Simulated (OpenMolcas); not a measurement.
Multiconfigurational calculation for Yb³⁺ complex

- system: Yb³⁺ with 2 ligands (F; linear, 1.92 Å), with no charges around it.
- method: state-averaged CASSCF, active space 13 electrons in the shell 4f, basis ANO-RCC-VDZP on the metal and ANO-RCC-VDZP on the ligands, DKH2 scalar Hamiltonian, spin-orbit coupling by RASSI with atomic mean-field integrals (OpenMolcas)

## The program's output (extracts)
```
--- SEWARD ---
Basis set label: YB.ANO-RCC...7S6P4D2F1G.

      Electronic valence basis set:
      ------------------
      Associated Effective Charge  70.000000 au
      Associated Actual Charge     70.000000 au
      Nuclear Model: Point charge

      Shell  nPrim  nBasis  Cartesian Spherical Contaminant
         s      25       7        X
         p      22       6        X
         d      15       4                 X
         f      11       2                 X
         g       4       1                 X
                  Relativistic Douglas-Kroll-Hess integrals:
                    - DKH order of Hamiltonian: 2
                    - DKH order of Properties : 0
                  Atomic mean-field integrals
--- RASSCF ---
Wave function specifications:
      -----------------------------

      Number of closed shell electrons          74
      Number of electrons in active shells      13
      Max number of holes in RAS1 space          0
      Max nr of electrons in RAS3 space          0
      Number of inactive orbitals               37
      Number of active orbitals                  7
      Number of secondary orbitals              52
      Spin quantum number                      0.5
      State symmetry                             2
Orbital specifications:
      -----------------------

      Symmetry species                           1   2
                                                ag  au
      Frozen orbitals                            0   0
      Inactive orbitals                         20  17
      Active orbitals                            0   7
      RAS1 orbitals                              0   0
      RAS2 orbitals                              0   7
      RAS3 orbitals                              0   0
      Secondary orbitals                        30  22
      Deleted orbitals                           0   0
      Number of basis functions                 50  46
      Number of CSFs                             7
      Number of root(s) required                 7
      Iter CI   SX   CI       RASSCF       Energy    max ROT     max BLB   max BLB  Level Ln srch  Step   QN
          iter iter root      energy       change     param      element    value   shift minimum  type update
 Nr of preliminary CI iterations:   1
      Total energies have been shifted. Add               -14000.00 au
        1   1    8    0  -244.88341130    0.00E+00   5.17E-02   21  28 2  6.12E-01*  2.07   0.00    SX    NO
        2   1    9    0  -245.32156173   -4.38E-01* -4.47E-02   20  23 1  2.28E-01*  1.41   0.00    SX    NO
        3   1    8    0  -245.40980035   -8.82E-02* -2.78E-02   20  23 1  1.46E-01*  1.49   0.00    SX    NO
        4   1    9    0  -245.43421030   -2.44E-02* -1.71E-02   20  23 1  8.27E-02*  1.34   0.00    SX    NO
        5   1    8    0  -245.44462313   -1.04E-02* -2.01E-02   20  23 1  5.75E-02*  1.39   1.11    QN   YES
        6   1    8    0  -245.45121635   -6.59E-03*  1.51E-02   18  25 2  2.31E-02*  1.36   1.80    LS   YES
        7   1    8    0  -245.45286259   -1.65E-03* -5.20E-03   20  38 1  1.36E-02*  1.33   1.07    QN   YES
        8   1    7    0  -245.45342961   -5.67E-04* -4.68E-03   20  35 1 -8.89E-03*  1.33   1.92    LS   YES
        9   1    7    0  -245.45359810   -1.68E-04* -2.16E-03   21  28 2 -7.49E-03*  1.33   1.02    QN   YES
       10   1    7    0  -245.45371439   -1.16E-04* -1.35E-03   20  35 1 -4.48E-03*  1.34   1.63    LS   YES
       11   1    7    0  -245.45373474   -2.04E-05* -1.09E-03   20  35 1 -3.27E-03*  1.34   1.01    QN   YES
       12   1    7    0  -245.45375330   -1.86E-05*  1.57E-03   20  35 1 -2.33E-03*  1.34   2.46    LS   YES
       13   1    6    0  -245.45376335   -1.01E-05*  4.08E-04   16  42 1  1.05E-03*  1.34   1.00    QN   YES
       14   1    6    0  -245.45376565   -2.30E-06*  3.02E-04   20  35 1 -5.90E-04*  1.34   1.74    LS   YES
       15   1    6    0  -245.45376616   -5.09E-07* -1.34E-04   17  42 1 -4.49E-04*  1.34   1.00    QN   YES
       16   1    6    0  -245.45376652   -3.64E-07* -1.54E-04   17  34 2 -3.08E-04*  1.34   2.15    LS   YES
       17   1    6    0  -245.45376667   -1.45E-07*  7.42E-05   17  42 1  2.42E-04*  1.34   1.00    QN   YES
       18   1    5    0  -245.45376676   -9.36E-08* -7.66E-05   17  42 1  1.32E-04*  1.34   2.03    LS   YES
       19   1    5    0  -245.45376679   -3.42E-08*  2.27E-05   17  41 2 -7.62E-05   1.34   1.04    QN   YES
       20   1    5    0  -245.45376680   -1.07E-08*  1.98E-05   17  41 2 -3.40E-05   1.34   1.60    QN   YES
       21   1    4    0  -245.45376681   -2.57E-09  -3.33E-06   17  37 2 -8.81E-06   1.34   1.09    QN   YES
      Convergence after 21 iterations
       22   1    4    0  -245.45376681   -1.07E-10  -3.33E-06   17  37 2 -4.51E-06   1.34   1.09    QN   YES
      Natural orbitals and occupation numbers for root  1
      sym 2:   2.000000   2.000000   2.000000   1.000000   2.000000   2.000000   2.000000
      Natural orbitals and occupation numbers for root  2
      sym 2:   2.000000   2.000000   2.000000   2.000000   1.000000   2.000000   2.000000
      Natural orbitals and occupation numbers for root  3
      sym 2:   2.000000   2.000000   1.000000   2.000000   2.000000   2.000000   2.000000
::    RASSCF root number  1 Total energy: -14245.46454827
::    RASSCF root number  2 Total energy: -14245.45777922
::    RASSCF root number  3 Total energy: -14245.45777922
::    RASSCF root number  4 Total energy: -14245.45189452
::    RASSCF root number  5 Total energy: -14245.45189452
::    RASSCF root number  6 Total energy: -14245.44623594
::    RASSCF root number  7 Total energy: -14245.44623594
--- RASSI ---
SPIN-FREE ENERGIES:
  (Shifted by EMIN (a.u.) =     -14245.4645482673)

 SF State       Relative EMIN(au)   Rel lowest level(eV)    D:o, cm**(-1)      Abs_M

     1             0.0000000000        0.0000000000              0.0000         0.0
     2             0.0067690425        0.1841950291           1485.6331         1.0
     3             0.0067690425        0.1841950291           1485.6331         1.0
     4             0.0126537428        0.3443258825           2777.1755         2.0
     5             0.0126537428        0.3443258825           2777.1755         2.0
     6             0.0183123264        0.4983037868           4019.0911         3.0
     7             0.0183123264        0.4983037868           4019.0911         3.0
     Dipole printing threshold changed to   1.00000000E+00
Eigenvalues of complex Hamiltonian:
   -----------------------------------
  (Shifted by EMIN (a.u.) =     -14245.4645482673)

 SO State       Relative EMIN(au)   Rel lowest level(eV)    D:o, cm**(-1)      Omega

     1            -0.0178648923        0.0000000000              0.0000         0.5
     2            -0.0178648923        0.0000000000              0.0000         0.5
     3            -0.0121706302        0.1549487643           1249.7461         1.5
     4            -0.0121706302        0.1549487643           1249.7461         1.5
     5            -0.0070385074        0.2946009414           2376.1168         2.5
     6            -0.0070385074        0.2946009414           2376.1168         2.5
     7            -0.0020538627        0.4302400329           3470.1199         3.5
     8            -0.0020538627        0.4302400329           3470.1199         3.5
     9             0.0314813644        1.3427800525          10830.2515         0.5
    10             0.0314813644        1.3427800525          10830.2515         0.5
    11             0.0383692809        1.5302098065          12341.9744         1.5
    12             0.0383692809        1.5302098065          12341.9744         1.5
    13             0.0447474707        1.7037691934          13741.8253         2.5
    14             0.0447474707        1.7037691934          13741.8253         2.5
Weights of the five most important spin-orbit-free states for each spin-orbit state.

 SO State  Total energy (au)           Spin-free states, spin, and weights
 -------------------------------------------------------------------------------------------------------
    1        -0.017865       1 0.5  0.6380    2 0.5  0.1810    3 0.5  0.1810    4 0.5  0.0000    5 0.5  0.0000
    2        -0.017865       1 0.5  0.6380    2 0.5  0.1810    3 0.5  0.1810    4 0.5  0.0000    5 0.5  0.0000
    3        -0.012171       3 0.5  0.3804    2 0.5  0.3804    4 0.5  0.1196    5 0.5  0.1196    1 0.5  0.0000
    4        -0.012171       3 0.5  0.3804    2 0.5  0.3804    4 0.5  0.1196    5 0.5  0.1196    1 0.5  0.0000
    5        -0.007039       5 0.5  0.4414    4 0.5  0.4414    6 0.5  0.0586    7 0.5  0.0586    3 0.5  0.0000
    6        -0.007039       5 0.5  0.4414    4 0.5  0.4414    6 0.5  0.0586    7 0.5  0.0586    3 0.5  0.0000
    7        -0.002054       7 0.5  0.5000    6 0.5  0.5000    5 0.5  0.0000    4 0.5  0.0000    3 0.5  0.0000
    8        -0.002054       6 0.5  0.5000    7 0.5  0.5000    5 0.5  0.0000    4 0.5  0.0000    3 0.5  0.0000
    9         0.031481       1 0.5  0.3620    2 0.5  0.3190    3 0.5  0.3190    4 0.5  0.0000    5 0.5  0.0000
   10         0.031481       1 0.5  0.3620    2 0.5  0.3190    3 0.5  0.3190    4 0.5  0.0000    5 0.5  0.0000
   11         0.038369       4 0.5  0.3804    5 0.5  0.3804    3 0.5  0.1196    2 0.5  0.1196    6 0.5  0.0000
   12         0.038369       4 0.5  0.3804    5 0.5  0.3804    3 0.5  0.1196    2 0.5  0.1196    6 0.5  0.0000
```

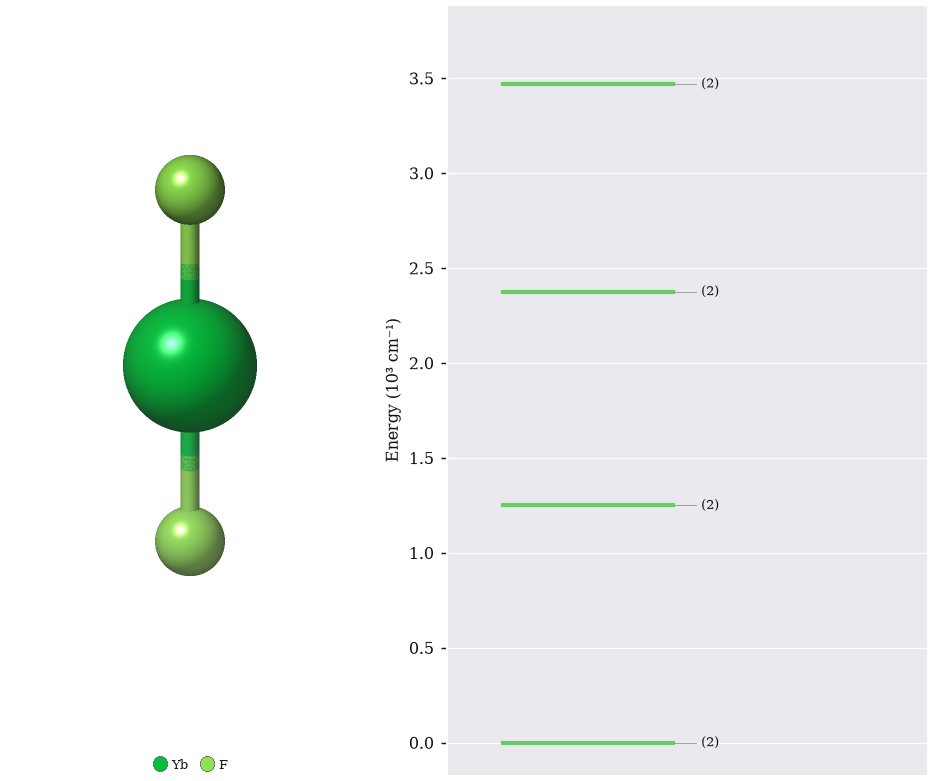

Fig. 1: Yb³⁺ (4f¹³) with 2 ligands, F⁻, at 1.92 Å (arrangement: linear, D∞h), and its levels. Labels give the representation in O, Td, D4 or D3 as the site allows (double group for half-integer spin) where it could be assigned and, in brackets, the degeneracy; spin-free states, where drawn, share the zero of the spin-orbit levels. The ground level is a Kramers doublet, 100 % from states of spin multiplicity 2. Its principal g values are 1.28, 4.55 and 4.55, easy-plane. The next level lies at 1,250 cm⁻¹. The lowest J multiplet spreads over 3,470 cm⁻¹. The active orbitals hold 98 to 100 % metal character (Löwdin), and the Mulliken charge of the metal is +2.54.

## Input
```
&GATEWAY
Coord
3

Yb 0.0 0.0 0.0
F 0.000000 0.000000 1.920000
F 0.000000 0.000000 -1.920000
Basis=Yb.ANO-RCC-VDZP,F.ANO-RCC-VDZP
Group=XYZ
NoMove
AngMom=0.0 0.0 0.0
AMFI
RICD
&SEWARD
&RASSCF
FileOrb=start.orb
Symmetry=2
Spin=2
nActEl=13 0 0
Inactive=20 17
Ras2=0 7
CIRoot=7 7 1
SDav=7
CIMx=300
Iter=150 100
PrWF=0.3
OrbListing=Nothing
MaxOrb=0
LevShft=1.0
>>> COPY $Project.JobIph JOB001
&RASSI
NrOfJobIphs=1 7
1 2 3 4 5 6 7
IphNames
JOB001
EJob
SpinOrbit
DIPRint=1.0
SOCoupling=1000.0
Subsets=2
Property=9
'ANGMOM' 1 'ANGMOM' 2 'ANGMOM' 3 'MLTPL  1' 1 'MLTPL  1' 2 'MLTPL  1' 3
'AMFI' 1 'AMFI' 2 'AMFI' 3
SOProperty=3
'ANGMOM' 1 'ANGMOM' 2 'ANGMOM' 3
```

The file start.orb holds starting orbitals from an earlier step. A driver script formed the levels outside the program, from RASSI's spin-orbit matrix and the active-space energies, averaged over the components of each term or state.

Launched with:
```bash
OMP_NUM_THREADS=1 MOLCAS_MEM=2457 MOLCAS_PROJECT=a pymolcas a.inp > a.log  # once for each step of the input, in one work folder
```

## Key numbers

- outcome: converged
- energy of the lowest spin-free term: −14245.46455 hartree
- energy of the lowest spin-orbit level: −14245.48241 hartree
- largest spread among components of a term: 0.0 cm⁻¹
- hardware: 1 thread of Arm Neoverse V1, 24 GiB of memory available, shared host
- wall time: 6.1 s
- peak memory: 0.61 GiB

## Remarks

Without dynamic correlation the splittings between terms come out too large, often by 20 to 50 %. To bear in mind: distances are set from ionic radii, not optimised.
